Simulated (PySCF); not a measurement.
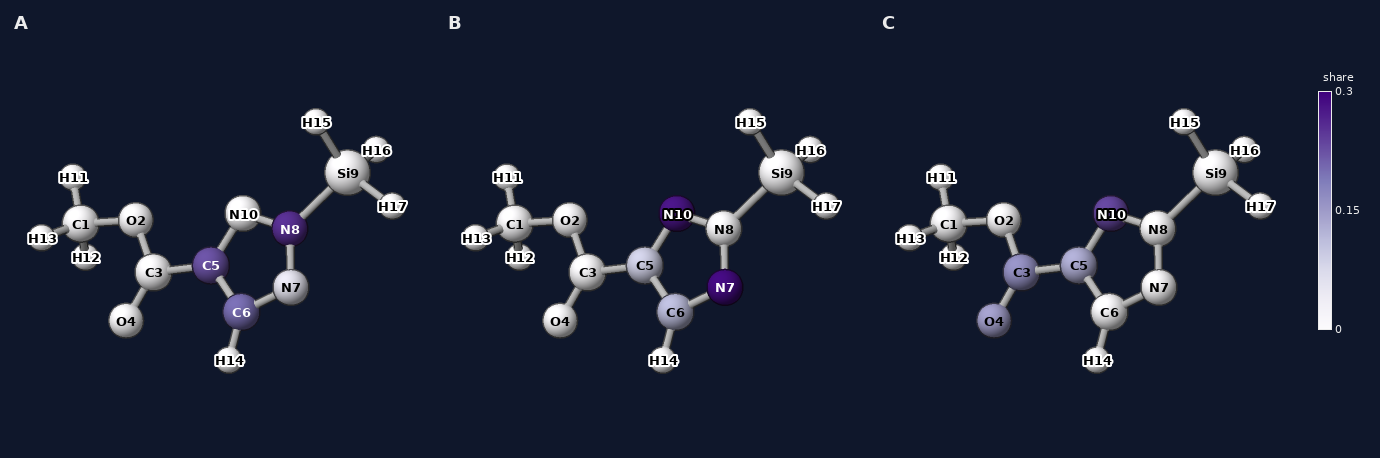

Each panel colours the atoms by their Löwdin share in one orbital (up to four of the largest shares; other atoms are shown as zero). The computed structure is the end point of a PBE0-D3(BJ)/def2-SVP optimisation. No frequency run is at hand to confirm it as a minimum. Method: CAM-B3LYP/def2-SVPD in chloroform (IEF-PCM) (PySCF 2.14.0).

**The panels show the HOMO−2, HOMO, LUMO, in some order. Which is which?**

A: HOMO, −9.51 eV; N8 0.25, C5 0.22, C6 0.20, N7 0.05
B: HOMO−2, −10.28 eV; N7 0.29, N10 0.28, C6 0.11, C5 0.09
C: LUMO, −0.36 eV; N10 0.23, C3 0.16, O4 0.14, C5 0.13
